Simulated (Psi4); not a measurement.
# TPSSh/cc-pVDZ run of C2H2F4 (norflurane)

What is the vertical singlet–triplet gap of C2H2F4 (norflurane) at TPSSh/cc-pVDZ? 

The results are computed with Psi4 1.11.

10 further runs of the same task are left out: 9 that didn't finish, 1 set aside as unsound or not needed.

**1. The system as given**

The species is C2H2F4 (8 atoms), meant as a singlet with charge 0. SMILES: `FCC(F)(F)F`. Geometry: relaxed at PBE0-D4/def2-TZVP.

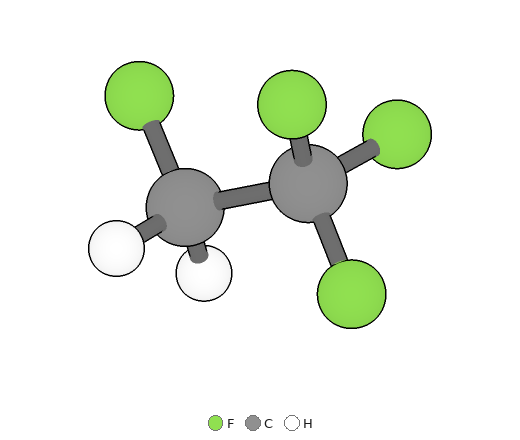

The structure, seen from a chosen angle (fluorine green, carbon grey, hydrogen white).

**2. Energy and forces at TPSSh/cc-pVDZ**

run_ase.py reads:

```python
import numpy as np
from ase.calculators.psi4 import Psi4
from ase import Atoms

mol = Atoms(['F', 'C', 'C', 'F', 'F', 'F', 'H', 'H'], positions=[
    [-0.224600, -1.506500, 0.915200],
    [-0.211200, -0.737800, -0.211700],
    [0.211200, 0.674300, 0.135500],
    [1.434400, 0.711300, 0.662400],
    [0.217100, 1.411800, -0.982100],
    [-0.624600, 1.243600, 1.002900],
    [0.502000, -1.148600, -0.930100],
    [-1.212300, -0.705100, -0.647900],
])
calc = Psi4(atoms=mol, method='tpssh', basis='cc-pVDZ', memory='1600MB', num_threads=1, charge=0, multiplicity=1, label='c2h2f4')
calc.psi4.set_options({'puream': True, 'e_convergence': 1e-09, 'd_convergence': 1e-08, 'scf_type': 'pk', 'dft_radial_points': 99, 'dft_spherical_points': 590})
mol.calc = calc

forces = mol.get_forces()
print(f'energy: {mol.get_potential_energy():.6f} eV')
print('forces / eV A^-1')
print(np.round(forces, 5))
```

The run is started by

```console
$ python run_ase.py
```

c2h2f4.dat:

```text
[...]
  Running in c1 symmetry.
[...]
  Nuclear repulsion =  273.039960987056929
[...]
  Multiplicity = 1
[...]
  Nalpha       = 25
  Nbeta        = 25
[...]
    Number of basis functions: 94
[...]
   @RKS iter   1:  -476.69829413862362   -1.67889e-01   5.56122e-03 ADIIS/DIIS
[...]
   @RKS iter  11:  -476.80187820388630   -3.55271e-11   4.86217e-09 DIIS
[...]
    Orbital Energies [Eh]
    ---------------------
    Doubly Occupied:
       1A    -24.651332     2A    -24.648234     3A    -24.648205
       4A    -24.618938     5A    -10.365391     6A    -10.227956
       7A     -1.297388     8A     -1.209309     9A     -1.206910
      10A     -1.194759    11A     -0.765865    12A     -0.652547
      13A     -0.575908    14A     -0.575244    15A     -0.552908
      16A     -0.491631    17A     -0.490213    18A     -0.441460
      19A     -0.441031    20A     -0.414653    21A     -0.401731
      22A     -0.400170    23A     -0.382056    24A     -0.343592
      25A     -0.333071
[...]
  @RKS Final Energy:  -476.80187820388630
   => Energetics <=
    Nuclear Repulsion Energy =            273.0399609870569293
    One-Electron Energy =               -1203.9132806862487541
    Two-Electron Energy =                 502.4921110760596434
    DFT Exchange-Correlation Energy =     -48.4206695807541081
    Empirical Dispersion Energy =           0.0000000000000000
    VV10 Nonlocal Energy =                  0.0000000000000000
    Total Energy =                       -476.8018782038863037
[...]
 Multipole Moments:
 ------------------------------------------------------------------------------------
     Multipole            Electronic (a.u.)      Nuclear  (a.u.)        Total (a.u.)
 ------------------------------------------------------------------------------------
 L = 1.  Multiply by 2.5417464519 to convert [e a0] to [Debye]
 Dipole X            :          0.9729998           -1.1523862           -0.1793864
 Dipole Y            :          2.5819613           -2.8838426           -0.3018813
 Dipole Z            :          1.8539082           -2.4686435           -0.6147353
 Magnitude           :                                                    0.7079628
[...]
  -Total Gradient:
     Atom            X                  Y                   Z
    ------   -----------------  -----------------  -----------------
       1        0.000087606626     0.007274291054    -0.010858456294
       2       -0.000341887274    -0.004244015647     0.004416923661
       3        0.003163675790     0.010898252319     0.002354330660
       4       -0.013965277186    -0.000408981266    -0.006032540837
       5       -0.000133280865    -0.008740357577     0.012838013582
       6        0.009567036572    -0.006492453838    -0.009926670467
       7       -0.003509486994     0.001959388772     0.004322984225
       8        0.005127730358    -0.000271298640     0.002898934579
[...]
```

Standard output:

```text
energy: -12974.439965 eV
forces / eV A^-1
[[-0.0045  -0.37406  0.55836]
 [ 0.01758  0.21824 -0.22713]
 [-0.16268 -0.56041 -0.12106]
 [ 0.71812  0.02103  0.31021]
 [ 0.00685  0.44945 -0.66016]
 [-0.49196  0.33386  0.51045]
 [ 0.18047 -0.10076 -0.2223 ]
 [-0.26368  0.01395 -0.14907]]
```

Wall time 99 s (1 thread of Intel Xeon Platinum 8259CL at 2.50GHz (Skylake/Cascade Lake), shared host); peak memory 0.92 GiB.

**3. The triplet**

c2h2f4.json reads:

```json
{
 "schema_name": "qcschema_input",
 "schema_version": 1,
 "molecule": {
  "schema_name": "qcschema_molecule",
  "schema_version": 2,
  "symbols": ["F", "C", "C", "F", "F", "F", "H", "H"],
  "geometry": [-0.42443249, -2.84687241, 1.72947735, -0.39911016, -1.39423993, -0.40005502, 0.39911016, 1.27424233, 0.25605789, 2.71062315, 1.34416219, 1.25175458, 0.41025954, 2.66791534, -1.85590003, -1.18032294, 2.35006341, 1.89520633, 0.94864251, -2.17053943, -1.75763427, -2.29091498, -1.33244589, -1.22435356],
  "molecular_charge": 0,
  "molecular_multiplicity": 3,
  "fix_symmetry": "c1"
 },
 "driver": "gradient",
 "model": {
  "method": "tpssh",
  "basis": "cc-pVDZ"
 },
 "keywords": {
  "reference": "uks",
  "puream": true,
  "e_convergence": 1e-09,
  "d_convergence": 1e-08,
  "scf_type": "pk",
  "dft_radial_points": 99,
  "dft_spherical_points": 590,
  "maxiter": 100,
  "scf_properties": ["DIPOLE", "LOWDIN_CHARGES", "WIBERG_LOWDIN_INDICES"]
 }
}
```

The run is started by

```console
$ psi4 --qcschema c2h2f4.json -n 1 --memory 1600MB
```

stdout, shortened:

```text
[...]
  Running in c1 symmetry.
[...]
  Nuclear repulsion =  273.039961114004711
[...]
  Multiplicity = 3
[...]
  Nalpha       = 26
  Nbeta        = 24
[...]
    Number of basis functions: 94
[...]
   @UKS iter   1:  -476.32821256658156    2.02193e-01   5.75461e-03 ADIIS/DIIS
[...]
   @UKS iter  16:  -476.46168999358315   -1.02318e-12   5.85166e-09 DIIS
[...]
   @S^2 Observed:                2.002764364E+00
[...]
  @UKS Final Energy:  -476.46168999358315
   => Energetics <=
    Nuclear Repulsion Energy =            273.0399611140047114
    One-Electron Energy =               -1203.0303992744868538
    Two-Electron Energy =                 501.8796679314094717
    DFT Exchange-Correlation Energy =     -48.3509197645104081
    Empirical Dispersion Energy =           0.0000000000000000
    VV10 Nonlocal Energy =                  0.0000000000000000
    Total Energy =                       -476.4616899935831498
[...]
 Multipole Moments:
 ------------------------------------------------------------------------------------
     Multipole            Electronic (a.u.)      Nuclear  (a.u.)        Total (a.u.)
 ------------------------------------------------------------------------------------
 L = 1.  Multiply by 2.5417464519 to convert [e a0] to [Debye]
 Dipole X            :          1.0608336           -1.1523862           -0.0915526
 Dipole Y            :          2.7757256           -2.8838426           -0.1081170
 Dipole Z            :          2.0827285           -2.4686435           -0.3859149
 Magnitude           :                                                    0.4110979
[...]
  -Total Gradient:
     Atom            X                  Y                   Z
    ------   -----------------  -----------------  -----------------
       1        0.004670421178     0.093988456177    -0.119481942068
       2        0.005535498268    -0.064768358604     0.135883786098
       3        0.004124185101     0.040313283184    -0.037572871835
       4       -0.035375183975    -0.003676991437     0.004904015396
       5       -0.005136557444    -0.046473114198     0.041426946782
       6        0.029080510641    -0.020400758124    -0.005784031259
       7       -0.019329540340     0.005118110647    -0.006736530461
       8        0.016426415272    -0.004125844104    -0.012628079033
[...]
```

The result, in JSON:

```text
{
 "driver": "gradient",
 "model": {
  "method": "tpssh",
  "basis": "cc-pVDZ"
 },
 "success": true,
 "return_result": [0.004670421178213451, 0.09398845617667874, -0.11948194206847157, 0.005535498268234159, -0.06476835860405472, 0.13588378609790147, 0.004124185100779453, 0.0403132831839369, -0.03757287183488289, -0.03537518397464523, -0.003676991437337915, 0.00490401539615834, -0.005136557443672237, -0.046473114198253285, 0.04142694678224962, 0.029080510640833057, -0.020400758124234086, -0.0057840312585921705, -0.019329540340102758, 0.0051181106465924, -0.006736530460814016, 0.016426415272185413, -0.004125844104439325, -0.01262807903262847],
 "properties": {
  "calcinfo_nbasis": 94,
  "calcinfo_nmo": 94,
  "calcinfo_nalpha": 26,
  "calcinfo_nbeta": 24,
  "calcinfo_natom": 8,
  "nuclear_repulsion_energy": 273.0399611140047,
  "return_energy": -476.46168999358315,
  "return_gradient": [0.004670421178213451, 0.09398845617667874, -0.11948194206847157, 0.005535498268234159, -0.06476835860405472, 0.13588378609790147, 0.004124185100779453, 0.0403132831839369, -0.03757287183488289, -0.03537518397464523, -0.003676991437337915, 0.00490401539615834, -0.005136557443672237, -0.046473114198253285, 0.04142694678224962, 0.029080510640833057, -0.020400758124234086, -0.0057840312585921705, -0.019329540340102758, 0.0051181106465924, -0.006736530460814016, 0.016426415272185413, -0.004125844104439325, -0.01262807903262847],
  "scf_one_electron_energy": -1203.0303992744869,
  "scf_two_electron_energy": 501.8796679314095,
  "scf_xc_energy": -48.35091976451041,
  "scf_dipole_moment": [-0.0915526176967989, -0.10811701165576038, -0.3859149455169377],
  "scf_total_energy": -476.46168999358315,
  "scf_total_gradient": [0.004670421178213451, 0.09398845617667874, -0.11948194206847157, 0.005535498268234159, -0.06476835860405472, 0.13588378609790147, 0.004124185100779453, 0.0403132831839369, -0.03757287183488289, -0.03537518397464523, -0.003676991437337915, 0.00490401539615834, -0.005136557443672237, -0.046473114198253285, 0.04142694678224962, 0.029080510640833057, -0.020400758124234086, -0.0057840312585921705, -0.019329540340102758, 0.0051181106465924, -0.006736530460814016, 0.016426415272185413, -0.004125844104439325, -0.01262807903262847],
  "scf_iterations": 16
 }
}
```

Run time: 3.2 min. Hardware: 1 thread of Intel Xeon Platinum 8259CL at 2.50GHz (Skylake/Cascade Lake), shared host; peak memory 0.9 GiB.

**4. Results**

Level: TPSSh/cc-pVDZ.

| quantity | value |
| --- | --- |
| singlet: total energy | -476.80188 Eh |
| singlet: dipole moment | 1.80 D |
| singlet: HOMO energy | -9.06 eV |
| singlet: LUMO energy | 1.57 eV |
| singlet: HOMO–LUMO gap | 10.64 eV |
| singlet: largest force on an atom | 0.799 eV/Å |
| triplet: total energy | -476.46169 Eh |
| triplet: dipole moment | 1.04 D |
| triplet: HOMO energy (highest over α and β) | -0.09 eV |
| triplet: ⟨S²⟩ | 2.003 |
| triplet: largest force on an atom | 7.821 eV/Å |
| vertical energy of the triplet above the singlet | 9.257 eV |

In words: At this shape the triplet lies 9.26 eV (213 kcal/mol) above the singlet. The largest force (singlet) is 0.80 eV/Å: the shape isn't a stationary point for this species at this level.
